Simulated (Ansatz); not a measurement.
# AlNH4O2 (SMILES [NH2][Al]([OH])[OH]): HF/3-21G

What is the electronic atomisation energy of AlNH4O2 at HF/3-21G? 

Program for the calculation: Ansatz 0.2.0.

50 further runs of the same task are left out: 50 set aside as unsound or not needed.

### Step 1. The molecule

AlNH4O2 has 8 atoms, charge 0, and is taken as a singlet. SMILES: `[NH2][Al]([OH])[OH]`. The coordinates come from a PBE0-D4/def2-TZVP relaxation. This is one conformer, not always the lowest.

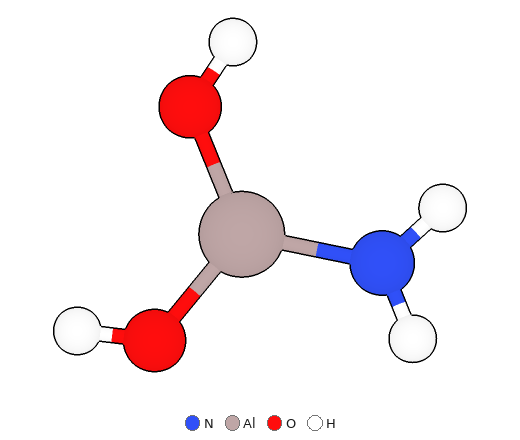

The structure, seen from a chosen angle (nitrogen blue, aluminium light grey, oxygen red, hydrogen white).

### Step 2. A single-point energy at HF/3-21G

Contents of in.yaml:

```yaml
crystal:
  periodic: [false, false, false]
  atoms:
    - symbol: "N"
      position_ang: [-0.453400, 1.370900, 0.159000]
    - symbol: Al
      position_ang: [0.021900, -0.314300, -0.015200]
    - symbol: O
      position_ang: [1.569400, -0.806100, -0.500900]
    - symbol: O
      position_ang: [-1.140100, -1.496100, 0.324200]
    - symbol: H
      position_ang: [0.132800, 2.170000, -0.009000]
    - symbol: H
      position_ang: [-1.372600, 1.662000, 0.447700]
    - symbol: H
      position_ang: [2.287000, -0.213800, -0.712700]
    - symbol: H
      position_ang: [-0.952800, -2.429800, 0.251200]
basis:
  gaussian: {orbitals: 3-21G.json}
accuracy: high
output: {orbitals: {seedname: orbitals}}
hamiltonian: {xc: hf}
```

The basis set 3-21G is read from a file made from the Basis Set Exchange's data (not shown).

On the command line:

```
$ ansatz run in.yaml --threads 1 --pin off --max-ram 3480MiB --events-out events.jsonl --progress --plain --runs-dir runs
```

The log of the run:

```text
Warning: RAYON_NUM_THREADS=1 ignored (pool sized by the plan → 1); use --threads N
Functional definition: HF
  name "HF"
  exchange = exact_x
  correlation = 0
1051 factors; integrals over basis functions are off by at most 1.4e-8 eV
mean field evaluation 1: about -12134.6381 eV, gradient 5.1e1 eV
mean field evaluation 2: about -12134.8059 eV, gradient 5.2e1 eV
mean field evaluation 4: about -12139.3176 eV, gradient 1.8e0 eV
mean field evaluation 8: about -12139.3602 eV, gradient 1.8e-1 eV
mean field evaluation 16: about -12139.3604 eV, gradient 6.7e-8 eV
mean field -12139.36041798 eV, -446.1132670067 hartree, gradient 6.7e-8 eV, S^2 0.000000; 0 other end points of the search recorded, 0 dependent functions left out
reference -12139.36041798 eV, -446.1132670067 hartree; 20, 20 occupied and 28, 28 virtual orbitals, 1051 factors
Total energy: -12139.36041798 eV, -446.1132670067 hartree
```

It took 0.38 s on 1 thread of Arm Neoverse V2, shared host; peak memory 0.098 GiB.

### Step 3. The Al atom at the same level

Contents of in.yaml:

```yaml
crystal:
  periodic: [false, false, false]
  atoms:
    - symbol: Al
      position_ang: [0.000000, 0.000000, 0.000000]
basis:
  gaussian:
    orbitals: 3-21G.json
magnetization:
  spin_polarized: true
  initial_magnetization: 1
hamiltonian:
  xc: hf
accuracy: high
```

The basis set 3-21G is read from a file made from the Basis Set Exchange's data (not shown).

Run the same way, it converges to -240.55105 Eh (log not shown).

### Step 4. The H atom at the same level

Contents of in.yaml:

```yaml
crystal:
  periodic: [false, false, false]
  atoms:
    - symbol: H
      position_ang: [0.000000, 0.000000, 0.000000]
basis:
  gaussian: {orbitals: 3-21G.json}
magnetization: {spin_polarized: true, initial_magnetization: 1}
accuracy: high
hamiltonian: {xc: hf}
```

The basis set 3-21G is read from a file made from the Basis Set Exchange's data (not shown).

Run the same way, it converges to -0.49620 Eh (log not shown).

### Step 5. The N atom at the same level

Contents of molecule.yaml:

```yaml
crystal:
  periodic: [false, false, false]
  atoms:
    - symbol: "N"
      position_ang: [0.000000, 0.000000, 0.000000]
basis:
  gaussian: {orbitals: 3-21G.json}
magnetization: {spin_polarized: true, initial_magnetization: 3}
hamiltonian: {xc: hf}
accuracy: high
```

The basis set 3-21G is read from a file made from the Basis Set Exchange's data (not shown).

Run the same way, it converges to -54.10539 Eh (log not shown).

### Step 6. The O atom

Contents of run.yaml:

```yaml
crystal:
  periodic: [false, false, false]
  atoms:
    - {symbol: O, position_ang: [0.000000, 0.000000, 0.000000]}
basis:
  gaussian: {orbitals: 3-21G.json}
magnetization: {spin_polarized: true, initial_magnetization: 2}
hamiltonian: {xc: hf}
accuracy: high
```

The basis set 3-21G is read from a file made from the Basis Set Exchange's data (not shown).

Run the same way, it converges to -74.39366 Eh (log not shown).

### Step 7. What came out

Level: HF/3-21G.

| quantity | value |
| --- | --- |
| molecule: total energy | -446.11327 Eh |
| molecule: HOMO energy | -10.43 eV |
| molecule: LUMO energy | 3.76 eV |
| molecule: HOMO–LUMO gap | 14.19 eV |
| Al atom: total energy | -240.55105 Eh |
| Al atom: ⟨S²⟩ | 0.750 |
| H atom: total energy | -0.49620 Eh |
| H atom: ⟨S²⟩ | 0.750 |
| N atom: total energy | -54.10539 Eh |
| N atom: ⟨S²⟩ | 3.752 |
| O atom: total energy | -74.39366 Eh |
| O atom: ⟨S²⟩ | 2.001 |
| electronic atomisation energy | 18.632 eV |

What this shows: Taking the molecule apart into free atoms costs 18.63 eV (1798 kJ/mol), before zero-point energy and without spin-orbit coupling. Hartree–Fock lacks the correlation of the bonding pairs, which as a rule makes this value much too low; in minimal bases other errors can mask that. The basis has no polarisation functions, which makes bonds too weak.
